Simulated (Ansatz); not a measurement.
# The perfect Ir wire along [100], 9 atoms a period, part 2 of 2

Aim: is the Ir wire along [100], 9 atoms a period a metal or a semiconductor?

Ansatz 0.2.0; DFT PBE, plane waves, PAW; relaxation of a wire's period; PAW set soft_1 (the session's first sound run).

So far: The starting structure; The relaxed wire.

**2. The relaxed wire (continued)**

Relaxation path:

```csv
step,energy less that of the first step (eV),largest force component (eV/Å),pressure (GPa),volume (Å³)
1,0.0000,1.9666,-7.98,440.60
2,-1.6299,0.7147,1.03,423.67
3,-1.9124,0.1558,-0.08,407.76
4,-1.9167,0.0343,0.03,406.09
5,-1.9170,0.0044,-0.05,406.12
6*,-1.9113,0.0048,-0.04,406.12
```

Relaxation steps marked * repeat the geometry before them on a plane-wave basis chosen anew for their cell, so energy and pressure can jump there.

The run keeps the 16 symmetry operations that it works with, so distortions that break them were not tested.

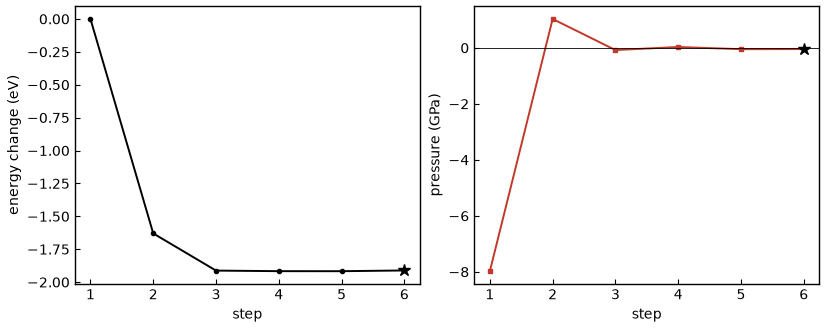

Energy and pressure along the relaxation. Stars mark steps on a basis chosen anew.

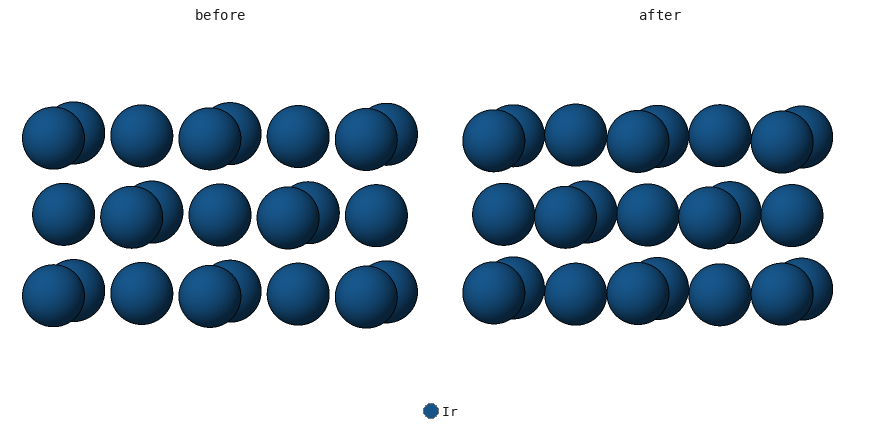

The structure before and after the relaxation, drawn at the same scale.

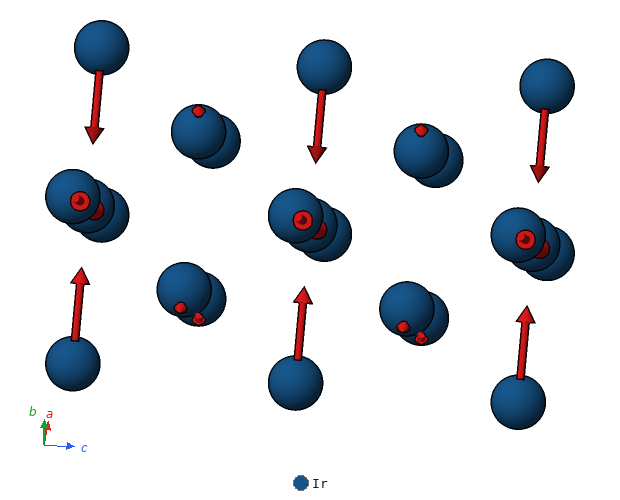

Displacements in the relaxation, exaggerated, measured against the changing cell; the longest in the cell stands for 0.10 Å. 1×1×2 cells are drawn. Some periodic images of atoms are drawn too.

```csv
cell as run,before,after,change
c (Å),3.870,3.567,-7.8 %
```

The atoms that moved most (Å, along periodic axes as changes of fractional coordinates times the final cell, across vacuum about the mean position):

```csv
atom,dx,dy,dz,length
Ir1,0.067,0.067,0.000,0.095
Ir2,0.067,-0.067,0.000,0.095
Ir4,-0.067,0.067,0.000,0.095
Ir5,-0.067,-0.067,0.000,0.095
Ir8,0.000,0.018,0.000,0.018
Ir9,0.018,0.000,0.000,0.018
Ir7,0.000,-0.018,0.000,0.018
Ir6,-0.018,0.000,0.000,0.018
```

This step gave:

* energy at zero smearing: -107415.9279 eV
* cell length along the wire: 3.567 Å

The cell's length comes to 3.567 Å with spin left out.

**3. The perfect wire**

This step: DFT PBE, plane waves, PAW; bands of a perfect wire; PAW set soft_1 (Ansatz 0.2.0).

At the relaxed period the bands are computed along the axis; those that cross an energy going forward count the channels that a perfect wire would open there.

The input, input.yaml:

```yaml
crystal:
  lattice:
    - [10.67, 0.0, 0.0]
    - [0.0, 10.67, 0.0]
    - [0.0, 0.0, 3.5672268073]
  atoms:
    - { symbol: Ir, position: [0.32496634, 0.32496634, 0.0] }
    - { symbol: Ir, position: [0.32496634, 0.67503366, 0.0] }
    - { symbol: Ir, position: [0.5, 0.5, 0.0] }
    - { symbol: Ir, position: [0.67503366, 0.32496634, 0.0] }
    - { symbol: Ir, position: [0.67503366, 0.67503366, 0.0] }
    - { symbol: Ir, position: [0.316946699, 0.5, 0.5] }
    - { symbol: Ir, position: [0.5, 0.316946699, 0.5] }
    - { symbol: Ir, position: [0.5, 0.683053301, 0.5] }
    - { symbol: Ir, position: [0.683053301, 0.5, 0.5] }
kpoints:
  mp_grid: { grid: [1, 1, 23] }
  band_path: { path: ["Γ", Z], npoints: 90 }
scf:
  occupations: { method: fermi_dirac, width: 0.05 }
hamiltonian:
  xc: pbe
  pseudopotentials: { kind: paw, azcp: { folder: soft_1 } }
output:
  dos: { e_range: [-5, 4] }
  write_potential: true
  write_density: true
  volumetric_format: npy
```

Launch:

```console
> ansatz run input.yaml --threads 4 --pin off --max-ram 16384MiB --backend cpu --events-out ev --progress --plain --runs-dir out
```

Numbers of over 12 decimals in the logs are rounded to 6 here.

Output:

```text
[...]
Crystal: 9 atoms, lattice volume = 406.125 Å³
Basis set: ecut = 420 eV, 7903 PW (Γ)
Bands: 92, of which v1, the nominal top of the filled ones, is band 77 counted from 1 (76 counted from 0)
Symmetry: 16 space group operations
[...]
k-points: 12 of 23
[...]
SCF iter   1: F=—  HF=-107419.309085 eV  |F-HF|=—  |Δ(HF+E_count)|=         —  Δρ=3.73e-2  dr2=1.58e1  ethr=3.10e-3  ⟨swp⟩=7.9  Hψ=4690  notcnv=0  defer=2
[...]
SCF iter  11: F=-107415.986242 eV  HF=-107415.986242 eV  |F-HF|=1.55e-8  |Δ(HF+E_count)|=   1.16e-7  Δρ=2.14e-6  dr2=3.16e-8  ethr=6.54e-11  ⟨swp⟩=12.0  Hψ=3377  notcnv=0
SCF 1 converged in 11 iterations: F = -107415.986242 eV  dr2 = 3.16e-8
[...]
NSCF: frozen V_eff on 91 k-points
WARN: The output density's exchange-correlation potential varies sharply where the density is thin. Do not read a vacuum level from v_tot or v_xc, or from such a field of the output density. On a cell that repeats whose density bears no net charge and no dipole along the vacuum's axis use v_es (v_loc + v_h of the components); under efield.dipole_correction with no amplitude use v_es + v_field, which holds any externa [...]
SCF converged after 11 iterations
Free energy (F): -107415.986242 eV
[...]
Internal energy: -107415.868060 eV  (E = F + TS)
E sigma→0 (E₀):  -107415.927151 eV
Entropy (-TS):   -0.118182 eV (-13.131 meV/atom)
Fermi energy:    4.876362 eV
[...]
--- Band table (eV; the first three rows and the last of 12) ---
  k-point 0: bands = [... 73 lower, 4.4310, 4.4665, 4.8871, 4.8871, 5.0929, 5.1200, 5.1200, 5.1257, ... 11 higher]
  k-point 1: bands = [... 73 lower, 4.4888, 4.6599, 4.8643, 4.8643, 5.0909, 5.1277, 5.1342, 5.1342, ... 11 higher]
  k-point 2: bands = [... 73 lower, 4.5492, 4.8060, 4.8060, 5.0129, 5.0823, 5.1336, 5.1584, 5.1584, ... 11 higher]
  k-point 11: bands = [... 73 lower, 4.3372, 4.3372, 4.5168, 4.8690, 4.9320, 5.1305, 5.1305, 5.1860, ... 11 higher]
```

Wall time 31 s (4 threads of Arm Neoverse V2, shared host); peak memory 1.9 GiB; 2 min of CPU time.

In the SCF lines HF is the Harris–Foulkes energy and dr2 the Hartree energy of the density residual, in eV; the loop may stop once dr2 is under the threshold and the program's other checks hold. Hψ counts applications of the Hamiltonian.

This step gave:

```yaml
energy_at_zero_smearing: -107415.9272 eV
band_gap: 0 eV
```

The electronic bands at the labelled points (eV, zero at the Fermi level):

```csv
point,band 73,band 74,band 75,band 76,band 77,band 78,band 79,band 80
Γ,-0.67,-0.45,-0.41,0.01,0.01,0.22,0.24,0.24
Z,-0.55,-0.54,-0.54,-0.38,-0.03,0.09,0.25,0.25
```

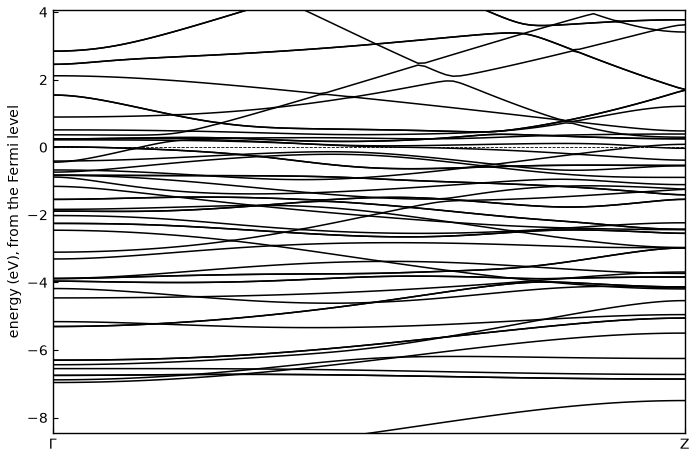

Electronic bands along the path.

Between Γ and Z the bands cross the Fermi level 6 times, so a perfect wire would conduct at least 6 G₀, with spin left out.

**4. Summary of results**

```yaml
cell_length_pbe: 3.567 Å
ballistic_conductance_by_band_crossings_a_lower_bound_pbe: 6 G₀
```

In words: Under PBE the cell's length is 3.57 Å, and the bands cross the Fermi level 6 times between Γ and Z, which gives a perfect wire at least 6 G₀ (opposite crossings within one step of the path cancel in such a count). No spin was allowed, though thin wires with open d shells can turn magnetic. Spin-orbit coupling is left out, which matters for the bands of heavy atoms.

[Logs are printed without paths, hosts, clocks, repeated set-up lines and the standing remarks that a program may print on its own settings, such as how far it seeks lower states.]

[Hosts, paths, dates, database ids (printed as entryN), source tags and the programs' standing remarks are cut or masked in the printed files.]
